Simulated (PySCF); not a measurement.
# C2H2Cl2Sn (SMILES C#[C][SnH]([Cl])[Cl]) at 6 levels

Aim: a comparison of 6 runs (B2PLYP/def2-SVP, CAM-B3LYP/def2-SVP, PBE/def2-SVP, r2SCAN/def2-SVP, wB97M-V/def2-SVP, SCS-MP2/def2-SVP) of C2H2Cl2Sn. 

Program for the calculation: PySCF 2.14.0.

2 further runs of the same task are left out: 2 set aside as unsound or not needed.

## (1) The molecule

C2H2Cl2Sn has 7 atoms, charge 0, and is taken as a singlet. As SMILES, `C#[C][SnH]([Cl])[Cl]`. The coordinates come from a PBE0-D4/def2-TZVP relaxation.

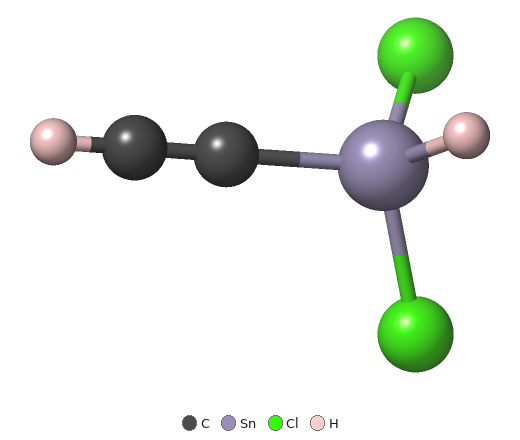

Viewed from a chosen angle; carbon dark grey, tin purple, chlorine green, hydrogen pink.

## (2) The energy at B2PLYP/def2-SVP (core potential) (run 1)

calc.py

```python
from pyscf import gto, dft, mp

system = gto.Mole()
system.atom = '''
C   -1.668000   1.349700   0.386500
C   -0.744900   0.592400   0.224500
Sn   0.833800  -0.704500  -0.025300
Cl   0.163900  -2.365900  -1.482000
Cl   2.540200   0.448400  -1.069500
H   -2.485300   2.020900   0.525300
H    1.421600  -1.409000   1.394900
'''
system.max_memory = 1860
system.charge = 0
system.basis = 'def2-svp'
system.spin = 0
system.verbose = 3
system.ecp = {'Sn': 'def2-svp'}
system.build()

ks = dft.RKS(system, xc='0.53*HF + 0.47*B88, 0.73*LYP')
ks.grids.level = 5
ks.conv_tol = 1e-10
ks.kernel()
if not ks.converged:
    ks = ks.newton().run(ks.mo_coeff, ks.mo_occ)

pt = mp.MP2(ks, frozen=16).run()
e_final = ks.e_tot + 0.27 * pt.e_corr
print('PT2 part  %.8f' % (0.27 * pt.e_corr))
print('E(%s) = %.9f' % ('B2PLYP', e_final))
```

On the command line:

```bash
OMP_NUM_THREADS=1 python calc.py
```

The program printed:

```text
converged SCF energy = -1210.90914705645
E(RMP2) = -1211.67343769422  E_corr = -0.764290637766826
E(SCS-RMP2) = -1211.65122762564  E_corr = -0.742080569187403
PT2 part  -0.20635847
E(B2PLYP) = -1211.115505529
```

It took 24 s on 1 thread of Intel Xeon at 2.70GHz, shared host; peak memory 0.53 GiB.

## (3) A single-point energy at CAM-B3LYP/def2-SVP (core potential) (run 2)

mol.xyz

```xyz
7

C     -1.668000     1.349700     0.386500
C     -0.744900     0.592400     0.224500
Sn     0.833800    -0.704500    -0.025300
Cl     0.163900    -2.365900    -1.482000
Cl     2.540200     0.448400    -1.069500
H     -2.485300     2.020900     0.525300
H      1.421600    -1.409000     1.394900
```

input.py

```python
from pyscf import gto, dft

system = gto.Mole()
system.atom = 'mol.xyz'
system.max_memory = 1860
system.spin = 0
system.verbose = 4
system.basis = 'def2-svp'
system.ecp = {'Sn': 'def2-svp'}
system.charge = 0
system.build()

calc0 = dft.RKS(system, xc='cam-b3lyp')
calc0.conv_tol = 1e-10
calc0.grids.level = 5
calc0.kernel()
if not calc0.converged:
    calc0 = calc0.newton().run(calc0.mo_coeff, calc0.mo_occ)

e_tot = calc0.e_tot
print('E(%s) = %.9f' % ('CAM-B3LYP', e_tot))
```

On the command line:

```bash
OMP_NUM_THREADS=1 python input.py
```

The program printed:

```text
PySCF version 2.14.0

[... 79 lines left out ...]
converged SCF energy = -1211.72644257718
E(CAM-B3LYP) = -1211.726442577
```

Run time: 38 s. Hardware: 1 thread of Intel Xeon at 2.70GHz, shared host; peak memory 0.53 GiB.

Run 3 isn't shown in full; the table further down has it.

## (4) The energy at r2SCAN/def2-SVP (core potential) (run 4)

calc.py

```python
from pyscf import gto, dft

molecule = gto.M(
    atom='''
C     -3.152063     2.550563     0.730379
C     -1.407657     1.119474     0.424244
Sn     1.575654    -1.331312    -0.047810
Cl     0.309726    -4.470903    -2.800574
Cl     4.800282     0.847353    -2.021062
H     -4.696536     3.818948     0.992673
H      2.686435    -2.662624     2.635979
''',
    verbose=3,
    unit='bohr',
    max_memory=1860,
    ecp={'Sn': 'def2-svp'},
    basis='def2-svp',
    charge=0,
)

mf = dft.RKS(molecule, xc='r2scan')
mf.conv_tol = 1e-10
mf.grids.level = 5
mf.kernel()
if not mf.converged:
    mf = mf.newton().run(mf.mo_coeff, mf.mo_occ)

e_tot = mf.e_tot
print('E = %.10f Eh' % e_tot)
```

On the command line:

```bash
OMP_NUM_THREADS=1 python calc.py
```

The program printed:

```text
converged SCF energy = -1211.74160161586
E = -1211.7416016159 Eh
```

Run time: 45 s. Hardware: 1 thread of Intel Xeon at 2.70GHz, shared host; peak memory 0.54 GiB.

Run 5 isn't shown in full; the table further down has it.

## (5) A single-point energy at SCS-MP2/def2-SVP (core potential) (run 6)

run.py

```python
# C#[C][SnH]([Cl])[Cl]
from pyscf import gto, scf, mp

mol = gto.M(
    atom='''
C       -1.668000       1.349700       0.386500
C       -0.744900       0.592400       0.224500
Sn       0.833800      -0.704500      -0.025300
Cl       0.163900      -2.365900      -1.482000
Cl       2.540200       0.448400      -1.069500
H       -2.485300       2.020900       0.525300
H        1.421600      -1.409000       1.394900
''',
    max_memory=1860,
    basis='def2-svp',
    ecp={'Sn': 'def2-svp'},
    verbose=4,
    spin=0,
)

mf = scf.RHF(mol)
mf.conv_tol = 1e-10
mf.kernel()
if not mf.converged:
    mf = mf.newton().run(mf.mo_coeff, mf.mo_occ)

pt = mp.MP2(mf, frozen=16).run()
e_final = mf.e_tot + 1.2 * pt.e_corr_os + pt.e_corr_ss / 3
print(f'total energy: {e_final:.8f} hartree')
```

On the command line:

```bash
OMP_NUM_THREADS=1 python run.py
```

The program printed:

```text
PySCF version 2.14.0

[INPUT] num. atoms = 7
[INPUT] num. electrons = 70
[INPUT] charge = 0
[INPUT] spin (= nelec alpha-beta = 2S) = 0
[INPUT] symmetry False subgroup None
[INPUT] Mole.unit = angstrom
[INPUT] Symbol           X                Y                Z      unit          X                Y                Z       unit  Magmom
[INPUT]  1 C     -1.668000000000   1.349700000000   0.386500000000 AA   -3.152063175775   2.550563350325   0.730379147144 Bohr   0.0
[INPUT]  2 C     -0.744900000000   0.592400000000   0.224500000000 AA   -1.407656990189   1.119473756192   0.424243514965 Bohr   0.0
[INPUT]  3 Sn     0.833800000000  -0.704500000000  -0.025300000000 AA    1.575653642662  -1.331312054756  -0.047810070951 Bohr   0.0
[INPUT]  4 Cl     0.163900000000  -2.365900000000  -1.482000000000 AA    0.309726111816  -4.470903038108  -2.800574116605 Bohr   0.0
[INPUT]  5 Cl     2.540200000000   0.448400000000  -1.069500000000 AA    4.800282301620   0.847353194255  -2.021062090222 Bohr   0.0
[INPUT]  6 H     -2.485300000000   2.020900000000   0.525300000000 AA   -4.696536337382   3.818947525134   0.992673133234 Bohr   0.0
[INPUT]  7 H      1.421600000000  -1.409000000000   1.394900000000 AA    2.686434658682  -2.662624109512   2.635978971156 Bohr   0.0

nuclear repulsion = 362.697049474379
number of shells = 44
number of NR pGTOs = 195
number of NR cGTOs = 100
basis = def2-svp
ecp = {'Sn': 'def2-svp'}

******** <class 'pyscf.scf.hf.RHF'> ********
method = RHF
initial guess = minao
damping factor = 0
level_shift factor = 0
DIIS = <class 'pyscf.scf.diis.CDIIS'>
diis_start_cycle = 1
diis_space = 8
diis_damp = 0
SCF conv_tol = 1e-10
SCF conv_tol_grad = None
SCF max_cycles = 50
direct_scf = True
direct_scf_tol = 1e-13
Set gradient conv threshold to 1e-05
Initial guess from minao.
init E= -1185.71439171942
  HOMO = -0.632889111569433  LUMO = -0.518475601214924  gap/eV = 3.11335
cycle= 1 E= -1207.96530805045  delta_E= -22.3  |g|= 1.91  |ddm|= 7.16
  HOMO = -0.279128955308689  LUMO = 0.0513862097857637  gap/eV = 8.99378
cycle= 2 E= -1208.56571343571  delta_E= -0.6  |g|= 1.23  |ddm|= 4.82
  HOMO = -0.420167820493313  LUMO = 0.0842267080439013  gap/eV = 13.72527
cycle= 3 E= -1208.90447368832  delta_E= -0.339  |g|= 0.219  |ddm|= 1.31
  HOMO = -0.419139780138824  LUMO = 0.0877584401052966  gap/eV = 13.79340
cycle= 4 E= -1208.91588684359  delta_E= -0.0114  |g|= 0.0864  |ddm|= 0.252
  HOMO = -0.429268546833171  LUMO = 0.0869626132280657  gap/eV = 14.04737
cycle= 5 E= -1208.9179468655  delta_E= -0.00206  |g|= 0.0105  |ddm|= 0.129
  HOMO = -0.42750861402424  LUMO = 0.0881668056957314  gap/eV = 14.03224
cycle= 6 E= -1208.91801102735  delta_E= -6.42e-05  |g|= 0.00198  |ddm|= 0.0347
  HOMO = -0.427641824319855  LUMO = 0.0881067715299012  gap/eV = 14.03423
cycle= 7 E= -1208.91801260429  delta_E= -1.58e-06  |g|= 0.000564  |ddm|= 0.00398
  HOMO = -0.427642381736165  LUMO = 0.0880686857904825  gap/eV = 14.03321
cycle= 8 E= -1208.91801276392  delta_E= -1.6e-07  |g|= 0.000141  |ddm|= 0.0014
  HOMO = -0.42761092989145  LUMO = 0.0880769157642187  gap/eV = 14.03258
cycle= 9 E= -1208.91801277763  delta_E= -1.37e-08  |g|= 4.44e-05  |ddm|= 0.000416
  HOMO = -0.427620531084759  LUMO = 0.0880737500987916  gap/eV = 14.03276
cycle= 10 E= -1208.91801277964  delta_E= -2e-09  |g|= 2.15e-05  |ddm|= 0.000104
  HOMO = -0.427617660828761  LUMO = 0.0880732068370394  gap/eV = 14.03266
cycle= 11 E= -1208.91801278042  delta_E= -7.84e-10  |g|= 1.12e-05  |ddm|= 6.15e-05
  HOMO = -0.427617962635853  LUMO = 0.0880728364384535  gap/eV = 14.03266
cycle= 12 E= -1208.91801278067  delta_E= -2.52e-10  |g|= 2.99e-06  |ddm|= 4.35e-05
  HOMO = -0.42761770664866  LUMO = 0.0880727341359121  gap/eV = 14.03265
cycle= 13 E= -1208.91801278069  delta_E= -1.68e-11  |g|= 8.57e-07  |ddm|= 1.23e-05
  HOMO = -0.427617815232474  LUMO = 0.0880726634172317  gap/eV = 14.03265
Extra cycle  E= -1208.91801278069  delta_E= 1.14e-12  |g|= 4.69e-07  |ddm|= 1.95e-06
converged SCF energy = -1208.91801278069

******** <class 'pyscf.mp.mp2.RMP2'> ********
nocc = 19, nmo = 84
frozen orbitals 16
E(RMP2) = -1209.53047816988  E_corr = -0.612465389188728
E(SCS-RMP2) = -1209.51362705665  E_corr = -0.59561427596199
E_corr(same-spin) = -0.160781758920558
E_corr(oppo-spin) = -0.45168363026817
total energy: -1209.51362706 hartree
```

Wall time 3.3 s (1 thread of Intel Xeon at 2.70GHz, shared host); peak memory 0.27 GiB.

## (6) The series

| run | level | frozen core orbitals | nlc grid | energy (Eh) | dipole moment (D) of the reference | HOMO energy (eV) | LUMO energy (eV) | wall time |
| --- | --- | --- | --- | --- | --- | --- | --- | --- |
| 1 | B2PLYP/def2-SVP (core potential) | 16 | – | -1211.115506 | 2.82 | -9.79 | 0.15 | 24 s |
| 2 | CAM-B3LYP/def2-SVP (core potential) | – | – | -1211.726443 | 2.69 | -10.08 | -0.14 | 38 s |
| 3 | PBE/def2-SVP (core potential) | – | – | -1211.279513 | 2.52 | -7.42 | -2.20 | 29 s |
| 4 | r2SCAN/def2-SVP (core potential) | – | – | -1211.741602 | 2.76 | -7.81 | -2.04 | 45 s |
| 5 | wB97M-V/def2-SVP (core potential) | – | 1 | -1211.651068 | 2.71 | -11.03 | 0.84 | 2 min |
| 6 | SCS-MP2/def2-SVP (core potential) | 16 | – | -1209.513627 | 3.10 | -11.64 | 2.40 | 3.3 s |

## (7) Outcome

| quantity | value |
| --- | --- |
| run 6: total energy | -1209.51363 Eh |
| run 6: dipole moment (Hartree–Fock density) | 3.10 D |
| run 6: HOMO energy (Hartree–Fock orbitals) | -11.64 eV |
| run 6: LUMO energy (Hartree–Fock orbitals) | 2.40 eV |
| run 6: HOMO–LUMO gap (Hartree–Fock orbitals) | 14.03 eV |
| run 6: correlation energy (16 core orbitals frozen) | -595.6 mEh |

In words: Over runs 1, 2, 3, 4, 5 the dipole moment (its size) runs from 2.52 D (PBE/def2-SVP) to 2.82 D (B2PLYP/def2-SVP). A double hybrid's value is that of its SCF part. Over runs 1, 2, 3, 4, 5 the HOMO–LUMO gap runs from 5.22 eV (PBE/def2-SVP) to 11.87 eV (wB97M-V/def2-SVP). Totals of different functionals can't be ranked against each other. All runs together took 4.4 min, the longest 2 min.
